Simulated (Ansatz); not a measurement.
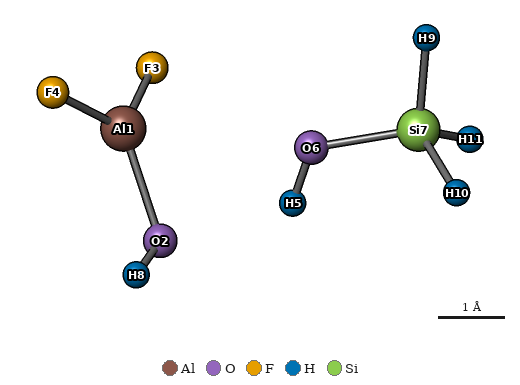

Fig. 1: The starting structure (ball-and-stick view, seen at a tilt; atoms are numbered from 1 in the order of the input). Sticks mark near contacts. Bond lengths as drawn: Al–F 1.64 to 1.65 Å, Al–O 1.80 Å, H–O 0.98 Å, H–Si 1.50 to 1.51 Å and O–Si 1.67 Å.

# Geometry relaxation, with input and output: AlSiH5O2F2 (part 1 of 3)

AlSiH5O2F2, computed with RKS LDA/def2-SVP (Ansatz 0.2.0).

It belongs to a series of runs on one base structure; here: end point A relaxed. Figures and captions count atoms from 1; the log counts them from 0 in places.

Input:
```yaml
crystal:
  periodic: [false, false, false]
  atoms:
    - { symbol: Al, position_ang: [-2.104021, -0.374383, 1.188305] }
    - { symbol: O, position_ang: [-0.642516, -1.082065, 1.965667] }
    - { symbol: F, position_ang: [-2.818152, -1.213962, -0.030023] }
    - { symbol: F, position_ang: [-2.801578, 0.981511, 1.810097] }
    - { symbol: H, position_ang: [0.728836, -0.298981, 0.34674] }
    - { symbol: O, position_ang: [0.55246, 0.371087, -0.341663] }
    - { symbol: Si, position_ang: [1.6136, 0.502472, -1.622197] }
    - { symbol: H, position_ang: [-0.319707, -0.578581, 2.736218] }
    - { symbol: H, position_ang: [1.022702, 1.525912, -2.545646] }
    - { symbol: H, position_ang: [2.969823, 0.972377, -1.156065] }
    - { symbol: H, position_ang: [1.798654, -0.805387, -2.351332] }
basis:
  gaussian: { orbitals: def2-SVP }
hamiltonian:
  xc: lda
relax:
  f_tol: 0.03
  max_steps: 50
output:
  orbitals: {}
```

Machine: 2 threads of Intel Xeon (Granite Rapids), 16 GiB of memory available, shared host.

Launch command:
```bash
ansatz run input.yaml --threads 2 --pin off --max-ram 3072MiB --backend cpu --events-out ev --progress --plain --runs-dir out
```

The program's output:
```
The last accepted step is kept in [file] (removed where the run ends without a failure and the disk answers)
Engine: ansatz 0.2.0, x86_64-unknown-linux-gnu
Functional definition: SPW92
  exchange = slater_x
  correlation = pw_c
1261 factors; their error is unknown
mean field evaluation 1: about -23939.4229 eV, gradient 8.8e1 eV
mean field evaluation 2: about -23871.6076 eV, gradient 2.0e2 eV
mean field evaluation 4: about -23952.0587 eV, gradient 2.0e1 eV
mean field evaluation 8: about -23952.6564 eV, gradient 7.5e-2 eV
mean field evaluation 16: about -23952.5850 eV, gradient 2.2e-5 eV
mean field -23952.58498898 eV, -880.2412626998 hartree, gradient 2.2e-5 eV, S^2 0.000000; 0 other end points of the search recorded, 0 dependent functions left out
the calculation of the forces begins
reference -23952.58503768 eV, -880.2412644894 hartree; 33, 33 occupied and 84, 84 virtual orbitals, 1261 factors
relax step   1: F+E_penalty+E_count = -23952.58498898 eV  Δ(F+E_penalty+E_count) = +0.000e0 eV  max|allowed force component| = 2.100e0 eV/Å  Δτ_max = 0.0000 Å  (27 SCF iters, accepted)
these checks for a lower state are left out or cut short: starts, cluster_reference, orbital_swaps, neighbouring_geometries, increment
1261 factors; their error is unknown
mean field -23952.83744554 eV, -880.2505403074 hartree, gradient 6.9e-6 eV, S^2 0.000000; 0 other end points of the search recorded, 0 dependent functions left out
[... from here on the field's lines of each further geometry are left out, up to the last ...]
relax step   2: F+E_penalty+E_count = -23952.83744554 eV  Δ(F+E_penalty+E_count) = -2.525e-1 eV  max|allowed force component| = 9.422e-1 eV/Å  Δτ_max = 0.1948 Å  (29 SCF iters, accepted)
relax step   3: F+E_penalty+E_count = -23953.15868212 eV  Δ(F+E_penalty+E_count) = -3.212e-1 eV  max|allowed force component| = 6.512e-1 eV/Å  Δτ_max = 0.1965 Å  (29 SCF iters, accepted)
relax step   4: F+E_penalty+E_count = -23953.51518602 eV  Δ(F+E_penalty+E_count) = -3.565e-1 eV  max|allowed force component| = 8.936e-1 eV/Å  Δτ_max = 0.1947 Å  (30 SCF iters, accepted)
relax step   5: F+E_penalty+E_count = -23953.80323488 eV  Δ(F+E_penalty+E_count) = -2.880e-1 eV  max|allowed force component| = 5.983e-1 eV/Å  Δτ_max = 0.1946 Å  (28 SCF iters, accepted)
relax step   6: F+E_penalty+E_count = -23953.91779135 eV  Δ(F+E_penalty+E_count) = -1.146e-1 eV  max|allowed force component| = 7.483e-1 eV/Å  Δτ_max = 0.1950 Å  (28 SCF iters, accepted)
relax step   7: F+E_penalty+E_count = -23953.94449652 eV  Δ(F+E_penalty+E_count) = -2.671e-2 eV  max|allowed force component| = 3.800e-1 eV/Å  Δτ_max = 0.0367 Å  (28 SCF iters, accepted)
relax step   8: F+E_penalty+E_count = -23953.96923763 eV  Δ(F+E_penalty+E_count) = -2.474e-2 eV  max|allowed force component| = 3.753e-1 eV/Å  Δτ_max = 0.1489 Å  (28 SCF iters, accepted)
relax step   9: F+E_penalty+E_count = -23953.98555418 eV  Δ(F+E_penalty+E_count) = -1.632e-2 eV  max|allowed force component| = 1.075e-1 eV/Å  Δτ_max = 0.0315 Å  (28 SCF iters, accepted)
relax step  10: F+E_penalty+E_count = -23953.98837344 eV  Δ(F+E_penalty+E_count) = -2.819e-3 eV  max|allowed force component| = 7.639e-2 eV/Å  Δτ_max = 0.0292 Å  (28 SCF iters, accepted)
relax step  11: F+E_penalty+E_count = -23953.99161123 eV  Δ(F+E_penalty+E_count) = -3.238e-3 eV  max|allowed force component| = 8.655e-2 eV/Å  Δτ_max = 0.0505 Å  (27 SCF iters, accepted)
relax step  12: F+E_penalty+E_count = -23953.99317431 eV  Δ(F+E_penalty+E_count) = -1.563e-3 eV  max|allowed force component| = 7.198e-2 eV/Å  Δτ_max = 0.0449 Å  (28 SCF iters, accepted)
relax step  13: F+E_penalty+E_count = -23953.99456713 eV  Δ(F+E_penalty+E_count) = -1.393e-3 eV  max|allowed force component| = 7.912e-2 eV/Å  Δτ_max = 0.0487 Å  (29 SCF iters, accepted)
relax step  14: F+E_penalty+E_count = -23953.99607522 eV  Δ(F+E_penalty+E_count) = -1.508e-3 eV  max|allowed force component| = 4.752e-1 eV/Å  Δτ_max = 0.1353 Å  (29 SCF iters, accepted)
relax step  15: F+E_penalty+E_count = -23954.00293842 eV  Δ(F+E_penalty+E_count) = -6.863e-3 eV  max|allowed force component| = 3.897e-1 eV/Å  Δτ_max = 0.1171 Å  (28 SCF iters, accepted)
relax step  16: F+E_penalty+E_count = -23954.02070617 eV  Δ(F+E_penalty+E_count) = -1.777e-2 eV  max|allowed force component| = 5.219e-1 eV/Å  Δτ_max = 0.0624 Å  (28 SCF iters, accepted)
relax step  17: F+E_penalty+E_count = -23954.02642460 eV  Δ(F+E_penalty+E_count) = -5.718e-3 eV  max|allowed force component| = 1.128e0 eV/Å  Δτ_max = 0.1942 Å  (35 SCF iters, accepted)
relax step  18: F+E_penalty+E_count = -23954.15088706 eV  Δ(F+E_penalty+E_count) = -1.245e-1 eV  max|allowed force component| = 7.904e-1 eV/Å  Δτ_max = 0.1909 Å  (33 SCF iters, accepted)
relax step  19: F+E_penalty+E_count = -23954.14698439 eV  Δ(F+E_penalty+E_count) = +3.903e-3 eV  max|allowed force component| = 9.102e-1 eV/Å  Δτ_max = 0.2000 Å  (29 SCF iters, rejected (line search))
relax step  20: F+E_penalty+E_count = -23954.19883982 eV  Δ(F+E_penalty+E_count) = -4.795e-2 eV  max|allowed force component| = 3.735e-1 eV/Å  Δτ_max = 0.0955 Å  (28 SCF iters, accepted)
relax step  21: F+E_penalty+E_count = -23954.20297136 eV  Δ(F+E_penalty+E_count) = -4.132e-3 eV  max|allowed force component| = 6.717e-1 eV/Å  Δτ_max = 0.0764 Å  (27 SCF iters, accepted)
relax step  22: F+E_penalty+E_count = -23954.20061291 eV  Δ(F+E_penalty+E_count) = +2.358e-3 eV  max|allowed force component| = 6.687e-1 eV/Å  Δτ_max = 0.1498 Å  (29 SCF iters, rejected (line search))
relax step  23: F+E_penalty+E_count = -23954.21898372 eV  Δ(F+E_penalty+E_count) = -1.601e-2 eV  max|allowed force component| = 8.603e-2 eV/Å  Δτ_max = 0.0738 Å  (28 SCF iters, accepted)
relax step  24: F+E_penalty+E_count = -23954.22476139 eV  Δ(F+E_penalty+E_count) = -5.778e-3 eV  max|allowed force component| = 8.263e-2 eV/Å  Δτ_max = 0.0737 Å  (28 SCF iters, accepted)
relax step  25: F+E_penalty+E_count = -23954.22610686 eV  Δ(F+E_penalty+E_count) = -1.345e-3 eV  max|allowed force component| = 2.482e-1 eV/Å  Δτ_max = 0.0829 Å  (27 SCF iters, accepted)
relax step  26: F+E_penalty+E_count = -23954.22916853 eV  Δ(F+E_penalty+E_count) = -3.062e-3 eV  max|allowed force component| = 1.743e-1 eV/Å  Δτ_max = 0.0973 Å  (28 SCF iters, accepted)
relax step  27: F+E_penalty+E_count = -23954.23179873 eV  Δ(F+E_penalty+E_count) = -2.630e-3 eV  max|allowed force component| = 1.088e-1 eV/Å  Δτ_max = 0.0508 Å  (28 SCF iters, accepted)
relax step  28: F+E_penalty+E_count = -23954.23273331 eV  Δ(F+E_penalty+E_count) = -9.346e-4 eV  max|allowed force component| = 1.254e-1 eV/Å  Δτ_max = 0.0946 Å  (27 SCF iters, accepted)
relax step  29: F+E_penalty+E_count = -23954.23499603 eV  Δ(F+E_penalty+E_count) = -2.263e-3 eV  max|allowed force component| = 3.833e-2 eV/Å  Δτ_max = 0.0483 Å  (27 SCF iters, accepted)
relax step  30: F+E_penalty+E_count = -23954.23505830 eV  Δ(F+E_penalty+E_count) = -6.227e-5 eV  max|allowed force component| = 3.306e-2 eV/Å  Δτ_max = 0.0080 Å  (29 SCF iters, accepted)
relax step  31: F+E_penalty+E_count = -23954.23472808 eV  Δ(F+E_penalty+E_count) = +3.302e-4 eV  max|allowed force component| = 1.963e-1 eV/Å  Δτ_max = 0.0217 Å  (28 SCF iters, rejected (line search))
the calculation of the forces begins
reference -23954.23536832 eV, -880.3019130219 hartree; 33, 33 occupied and 84, 84 virtual orbitals, 1261 factors
relax step  32: F+E_penalty+E_count = -23954.23532391 eV  Δ(F+E_penalty+E_count) = -2.656e-4 eV  max|allowed force component| = 1.884e-2 eV/Å  Δτ_max = 0.0105 Å  (29 SCF iters, accepted)
```

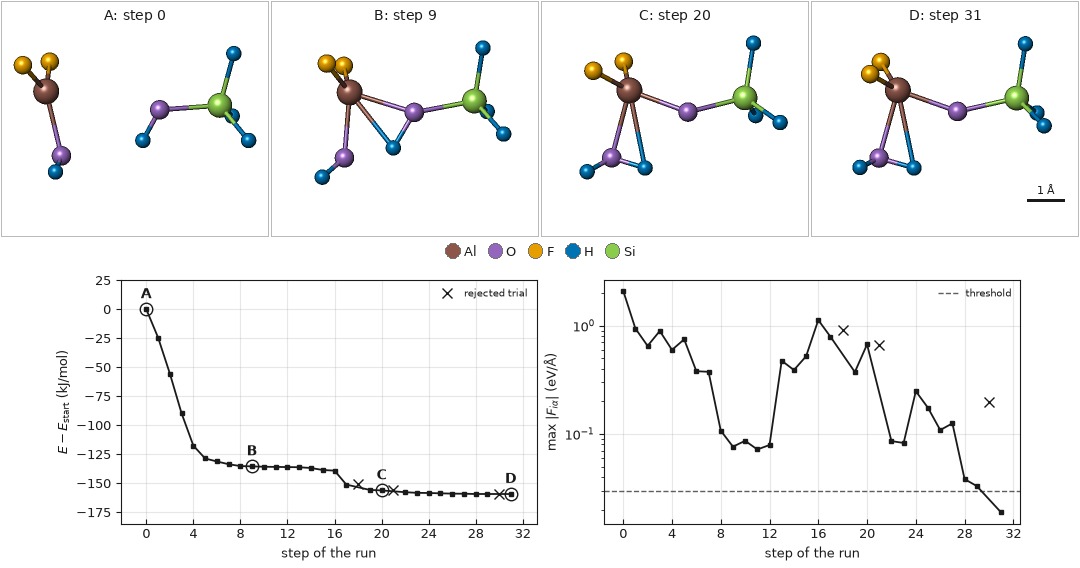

Fig. 2: Frames of the relaxation (ball-and-stick view, seen at a tilt) above the curves, on which the letters mark them (the first geometry is step 0 here and step 1 in the log).

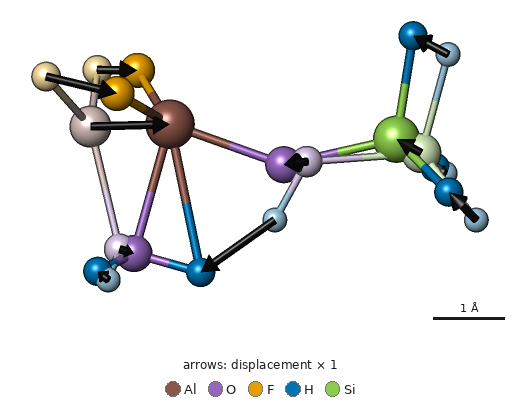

Fig. 3: Start (faint) and end (solid) with the displacements as black arrows, at true length (ball-and-stick view, seen at a tilt). The two geometries are laid on each other by the best rigid fit. Over 31 geometry steps the energy falls by 159.2 kJ/mol. Largest force component: 2.1 eV/Å at the start, 0.019 eV/Å at the end. The line search rejected the trial steps at points 18, 21, 30 (counted from 0) and went back. H5 moves most after the best rigid fit: 1.30 Å. By element the largest moves are H 1.30 Å, Al 1.14 Å, F 1.05 Å, Si 0.41 Å, O 0.40 Å. Distances before and after: Al1–O6 3.155 → 1.728 Å, O2–H5 2.262 → 1.000 Å, H5–O6 0.977 → 1.943 Å, Al1–H5 2.956 → 2.163 Å. New bonds form: Al1–O6 (3.15 → 1.73 Å), O2–H5 (2.26 → 1.00 Å). Bonds break: H5–O6 (0.98 → 1.94 Å). Among the angles that change: O2–Al1–F4 120.3° → 99.0°, O2–Al1–F3 118.2° → 110.4°, O6–Si7–H9 106.0° → 111.1°. (Atoms are counted from 1 in the order of the input.)

```
1261 factors; their error is unknown
mean field -23954.23532391 eV, -880.3019113899 hartree, gradient 1.2e-5 eV, S^2 0.000000; 1 other end points of the search recorded, 0 dependent functions left out
the calculation of the forces begins
reference -23954.23536832 eV, -880.3019130219 hartree; 33, 33 occupied and 84, 84 virtual orbitals, 1261 factors
Total energy: -23954.23536832 eV, -880.3019130219 hartree
Atom 0 at    -1.286998    -0.088328     0.453093 Å, force     0.000683     0.000908    -0.004268 eV/Å
Atom 1 at    -0.444425    -1.057361     1.875925 Å, force     0.004610    -0.000897    -0.018844 eV/Å
Atom 2 at    -2.366437    -1.055929    -0.344364 Å, force     0.002080     0.003113     0.004748 eV/Å
Atom 3 at    -1.894837     1.185751     1.330943 Å, force    -0.000954    -0.001999     0.000642 eV/Å
Atom 4 at     0.452793    -0.857955     1.482591 Å, force     0.001427    -0.003255     0.004013 eV/Å
Atom 5 at     0.300507     0.091846    -0.205847 Å, force     0.005804    -0.000882    -0.012350 eV/Å
Atom 6 at     1.215885     0.495695    -1.523478 Å, force    -0.013262    -0.007581     0.017363 eV/Å
Atom 7 at    -0.520161    -0.584596     2.731854 Å, force    -0.003908     0.006760     0.010112 eV/Å
Atom 8 at     0.439561     1.366671    -2.478735 Å, force    -0.000688     0.003355     0.000627 eV/Å
Atom 9 at     2.439533     1.247429    -1.065905 Å, force    -0.000633    -0.002606    -0.004354 eV/Å
Atom 10 at     1.664679    -0.743223    -2.255975 Å, force     0.004842     0.003085     0.002313 eV/Å
Dipole moment:     0.607358    -0.131879     0.597458 e Å
```

Trajectory as extended XYZ (Å, eV, eV/Å), 32 frames, from step=1 to step=32:
```
11
Properties=species:S:1:pos:R:3:forces:R:3 step=1 energy=-23952.58499
Al   -2.1040   -0.3744    1.1883    2.1001  -0.7417   0.6819
O    -0.6425   -1.0821    1.9657   -1.5359   0.9278  -1.1248
F    -2.8182   -1.2140   -0.0300   -0.0039   0.0103   0.0139
F    -2.8016    0.9815    1.8101    0.0125  -0.0053  -0.0180
H     0.7288   -0.2990    0.3467   -0.1193  -0.2464   0.3175
O     0.5525    0.3711   -0.3417   -0.4207   0.0536   0.0797
Si    1.6136    0.5025   -1.6222    0.0050  -0.0040   0.0385
H    -0.3197   -0.5786    2.7362   -0.0191   0.0072   0.0221
H     1.0227    1.5259   -2.5456   -0.0091  -0.0060   0.0014
H     2.9698    0.9724   -1.1561    0.0087   0.0019  -0.0101
H     1.7987   -0.8054   -2.3513   -0.0183   0.0025  -0.0022
11
Properties=species:S:1:pos:R:3:forces:R:3 step=2 energy=-23952.83745
Al   -1.9612   -0.3026    1.0770    0.9422  -0.5661   0.3953
O    -0.5772   -1.0260    1.8759   -0.5541   0.7636  -0.4835
F    -2.7598   -1.2181   -0.0397    0.1617   0.2006  -0.0176
F    -2.7453    0.9622    1.8023    0.2178  -0.0374  -0.2172
H     0.6437   -0.3315    0.3922   -0.1207  -0.2605   0.4226
O     0.4697    0.3352   -0.3063   -0.4748   0.0718   0.0677
Si    1.5605    0.4868   -1.5665    0.0589   0.0189  -0.2285
H    -0.3094   -0.5703    2.7016   -0.0238  -0.1599  -0.1892
H     0.9911    1.5105   -2.5058   -0.0505  -0.0096   0.0651
H     2.9224    0.9611   -1.1130   -0.0984  -0.0185   0.1107
H     1.7655   -0.8073   -2.3176   -0.0583  -0.0028   0.0746
11
Properties=species:S:1:pos:R:3:forces:R:3 step=3 energy=-23953.15868
Al   -1.7964   -0.2618    0.9781   -0.1915   0.1805  -0.6512
O    -0.4703   -0.9742    1.7860    0.3140   0.0371   0.2855
F    -2.6263   -1.1903   -0.1193    0.2731   0.3023   0.1525
F    -2.6149    0.9899    1.7144    0.4004  -0.2450  -0.3066
H     0.5274   -0.3613    0.4818   -0.1351   0.0649   0.1617
O     0.3384    0.2906   -0.2581   -0.4324  -0.1794   0.2949
Si    1.4649    0.4652   -1.4950    0.0359   0.0537  -0.4207
H    -0.2669   -0.5768    2.6536    0.1083  -0.1549   0.0310
H     0.9203    1.4918   -2.4482   -0.0783  -0.0241   0.1035
H     2.8251    0.9450   -1.0343   -0.1937  -0.0369   0.2137
H     1.6987   -0.8182   -2.2587   -0.1006   0.0017   0.1359
```
